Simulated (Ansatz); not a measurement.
# CuSi16: the cost of one run

Method: DFT PBE, plane waves, PAW, scalar-relativistic, no spin polarisation, in Ansatz 0.2.0.

### 1 The system as given

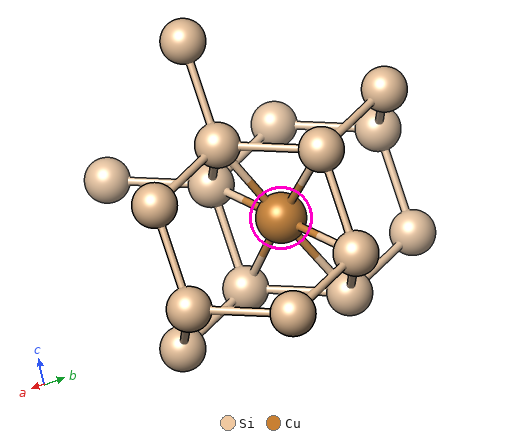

Start, viewed slightly off an axis; silicon light orange, copper orange. Each atom of the cell is drawn once, at one copy chosen for all pictures, so bonds across the cell's faces may be missing. Ringed: Cu17.

Structure file:

```
CELL_PARAMETERS angstrom
0.00000 5.43000 5.43000
5.43000 0.00000 5.43000
5.43000 5.43000 0.00000
ATOMIC_POSITIONS crystal
Si 0.00000 0.00000 0.00000
Si 0.12500 0.12500 0.12500
Si 0.00000 0.00000 0.50000
Si 0.12500 0.12500 0.62500
Si 0.00000 0.50000 0.00000
Si 0.12500 0.62500 0.12500
Si 0.00000 0.50000 0.50000
Si 0.12500 0.62500 0.62500
Si 0.50000 0.00000 0.00000
Si 0.62500 0.12500 0.12500
Si 0.50000 0.00000 0.50000
Si 0.62500 0.12500 0.62500
Si 0.50000 0.50000 0.00000
Si 0.62500 0.62500 0.12500
Si 0.50000 0.50000 0.50000
Si 0.62500 0.62500 0.62500
Cu 0.06641 0.80507 0.31891
```

### 2 Relaxing end A

input.yaml

```yaml
crystal:
  lattice:
    - [0.0, 5.43, 5.43]
    - [5.43, 0.0, 5.43]
    - [5.43, 5.43, 0.0]
  atoms:
    - { symbol: Si, position: [0.0, 0.0, 0.0] }
    - { symbol: Si, position: [0.125, 0.125, 0.125] }
    - { symbol: Si, position: [0.0, 0.0, 0.5] }
    - { symbol: Si, position: [0.125, 0.125, 0.625] }
    - { symbol: Si, position: [0.0, 0.5, 0.0] }
    - { symbol: Si, position: [0.125, 0.625, 0.125] }
    - { symbol: Si, position: [0.0, 0.5, 0.5] }
    - { symbol: Si, position: [0.125, 0.625, 0.625] }
    - { symbol: Si, position: [0.5, 0.0, 0.0] }
    - { symbol: Si, position: [0.625, 0.125, 0.125] }
    - { symbol: Si, position: [0.5, 0.0, 0.5] }
    - { symbol: Si, position: [0.625, 0.125, 0.625] }
    - { symbol: Si, position: [0.5, 0.5, 0.0] }
    - { symbol: Si, position: [0.625, 0.625, 0.125] }
    - { symbol: Si, position: [0.5, 0.5, 0.5] }
    - { symbol: Si, position: [0.625, 0.625, 0.625] }
    - { symbol: Cu, position: [0.0664078, 0.8050737, 0.3189066] }
total_charge: 1
basis:
  ecutwfc: 420.0
kpoints:
  mp_grid: { grid: [2, 2, 2] }
hamiltonian:
  xc: pbe
  pseudopotentials: { kind: paw, azcp: { folder: soft_1 } }
scf:
  occupations: { method: fermi_dirac, width: 0.02 }
  lower_state_search: "off"
relax:
  f_tol: 0.03
  max_steps: 60
  adjacent_minimum: "off"
```

Launch:

```sh
$ ansatz run input.yaml --threads 1 --pin off --max-ram 3072MiB --backend cpu --events-out ev --progress --plain --runs-dir out
```

Q: Estimate wall time and peak memory on 1 thread of Arm Neoverse V1, shared host.

About 2.2 min, with a peak of 0.56 GiB.
